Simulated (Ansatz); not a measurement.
**Profile along the Cu–Pt line in Cu3Pt (Cu3Au type)**

Cu$_{3}$Pt (Cu3Au type), conventional cell a = 3.684 Å, b = 3.684 Å, c = 3.684 Å, α = 90.00°, β = 90.00°, γ = 90.00°. The calculation uses the primitive cell of 4 atoms, to which meshes and values per cell refer.

Fields along a shortest Cu–Pt line of a {100} plane (2.61 Å), from Cu to Pt, interpolated on the slice's grid (step about 0.2 Å). Level of theory: r2SCAN (plane waves to 500 eV, PAW, scalar-relativistic; Ansatz, a first-principles code). k mesh 13×13×13. These are valence fields of a PAW run, semicore shells included where kept as valence: close to a nucleus they are smooth pseudo fields. Cu3Pt is run without spin polarisation. Cu3Pt was relaxed with its symmetry unable to fall. Spin-orbit coupling is left out, though Pt is heavy.

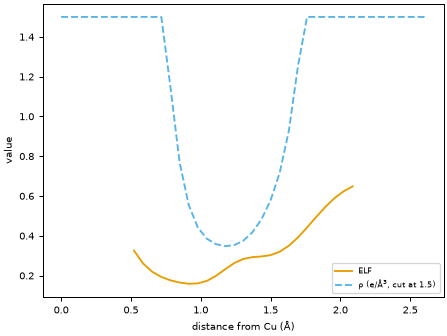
*ELF (away from the nuclei) and valence density from Cu to Pt.*

Density on the Cu–Pt line (2.61 Å) at its density minimum, 1.2 Å from Cu: 0.35 e/Å³. ELF at that point: 0.2.
